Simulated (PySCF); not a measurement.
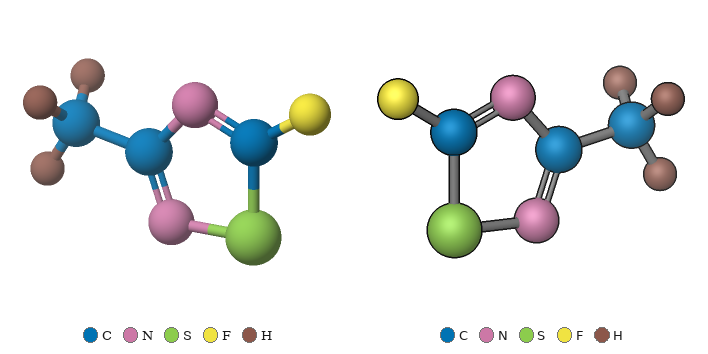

Two views of one molecule.

The geometry was computed by an optimisation with GFN2-xTB. No frequency run is at hand to confirm it as a minimum.

What is the molecular formula?

Answer. C3H3FN2S, 10 atoms: 3 carbon, 3 hydrogen, 1 fluorine, 2 nitrogen and 1 sulfur.

Give a SMILES string for it.

Answer. Cc1nsc(F)n1

Count the bonded pairs by element.

Answer. 3 C–N, 3 C–H, 1 C–C, 1 N–S, 1 C–S, 1 C–F.

Describe its rings.

Answer. Independent rings (smallest set): 1 of 5 members, 1 of them aromatic.

Which point group does it belong to?

Answer. Cs.

The parts below concern this one geometry. Atoms keep their numbers from picture to picture.

## Geometry

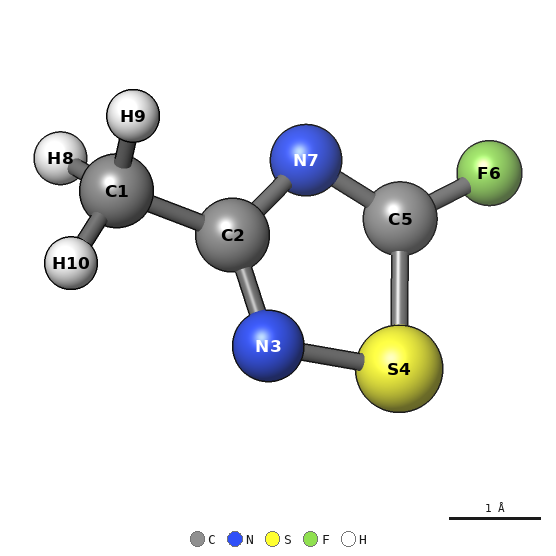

No frequency run is at hand to confirm it as a minimum.

What is the geometry at C2?

Answer. C2 has 3 neighbours (C1 at 1.48, N3 at 1.30, N7 at 1.36 Å); the arrangement is trigonal planar.

What is the geometry at S4?

Answer. S4 has 2 neighbours (N3 at 1.63, C5 at 1.75 Å); the arrangement is bent.

What is the geometry at C5?

Answer. C5 has 3 neighbours (S4 at 1.75, F6 at 1.31, N7 at 1.28 Å); the arrangement is trigonal planar.

Describe the coordination of atom 7.

Answer. N7 has 2 neighbours (C2 at 1.36, C5 at 1.28 Å); the arrangement is bent.

What is the dihedral angle C1–C2–N3–S4?

Answer. 180° in size, that is anti.

## Excitation

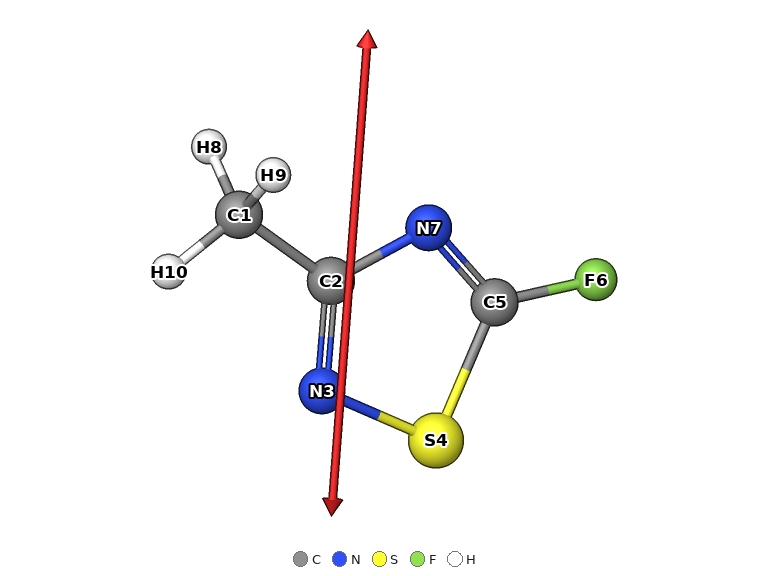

The double arrow shows the direction of the transition dipole to excited singlet state 3 (its length means nothing). No frequency run is at hand to confirm it as a minimum. Properties computed with TDDFT PBE0/def2-SVPD, vertical, gas phase, core orbitals frozen in the response (PySCF 2.14.0).

How is the transition polarised?

Answer. Nearly parallel to the C2–N3 bond.

Where does the transition lie, and how strong is it?

Answer. 5.87 eV (211 nm), oscillator strength 0.093, mainly HOMO → LUMO (weight 0.90); transition dipole 2.05 D.

## NMR shielding

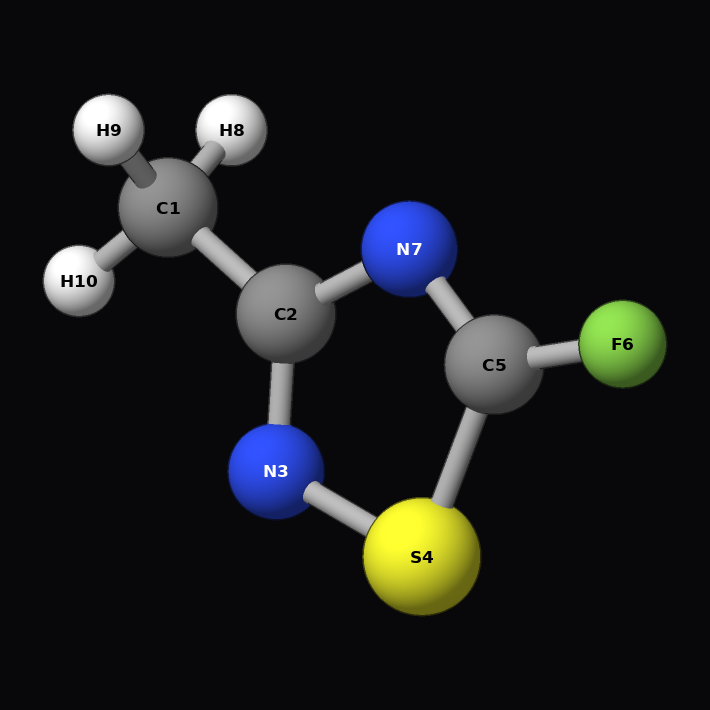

No frequency run is at hand to confirm it as a minimum. Method: GIAO PBE0/pcSseg-1 NMR shielding, non-relativistic, gas phase (PySCF 2.14.0). Principal shieldings σ11 ≤ σ22 ≤ σ33, span Ω = σ33 − σ11, skew κ = 3(σiso − σ22)/Ω.

Give the shielding tensors of the S atoms.

| atom | σ11 | σ22 | σ33 | σiso | Ω | κ |
| --- | --- | --- | --- | --- | --- | --- |
| S4 | −13.1 | 243.2 | 258.9 | 163.0 | 272.1 | −0.88 |

Shieldings and span in ppm.

## Polarisability

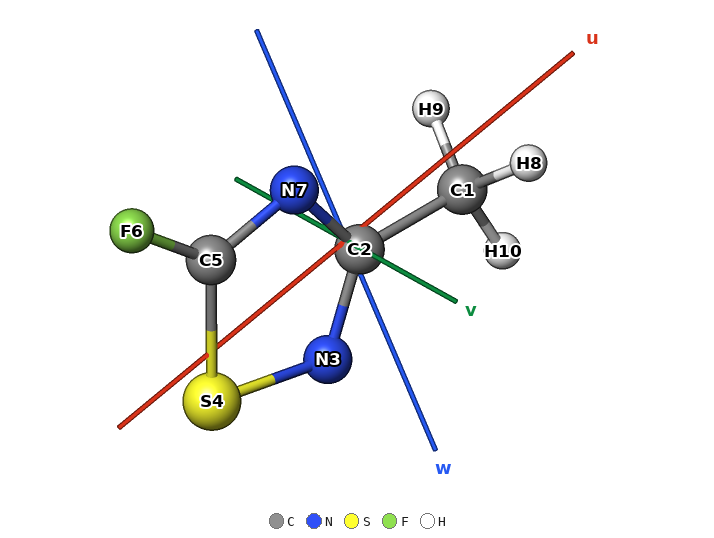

The lines u, v and w are the principal axes of the static dipole polarisability. No frequency run is at hand to confirm it as a minimum. Method: PBE0/def2-SVPD (PySCF 2.14.0).

Along which axis is the molecule most polarisable, and along which least?

Answer. Most along u (nearly parallel to the C5–N7 bond), least along v.

Give the three principal values.

Answer. u 84.4, v 44.3, w 66.2 bohr³; mean 65.0, anisotropy 34.8 bohr³.

## Charges

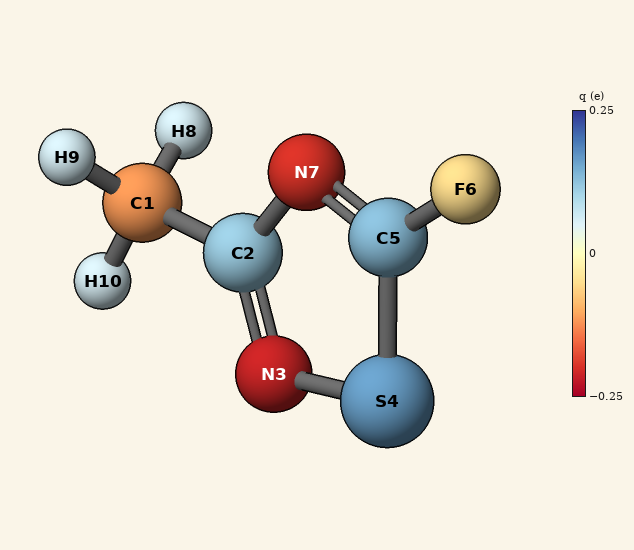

Atoms are coloured by their Hirshfeld charges. No frequency run is at hand to confirm it as a minimum. Properties computed with PBE0/pcSseg-1, gas phase (PySCF 2.14.0).

Give the Hirshfeld charges atom by atom.

```json
{"atom": "C1", "value (e)": "−0.11"}
{"atom": "C2", "value (e)": "0.11"}
{"atom": "N3", "value (e)": "−0.21"}
{"atom": "S4", "value (e)": "0.16"}
{"atom": "C5", "value (e)": "0.13"}
{"atom": "F6", "value (e)": "−0.05"}
{"atom": "N7", "value (e)": "−0.20"}
{"atom": "H8", "value (e)": "0.06"}
{"atom": "H9", "value (e)": "0.06"}
{"atom": "H10", "value (e)": "0.06"}
```
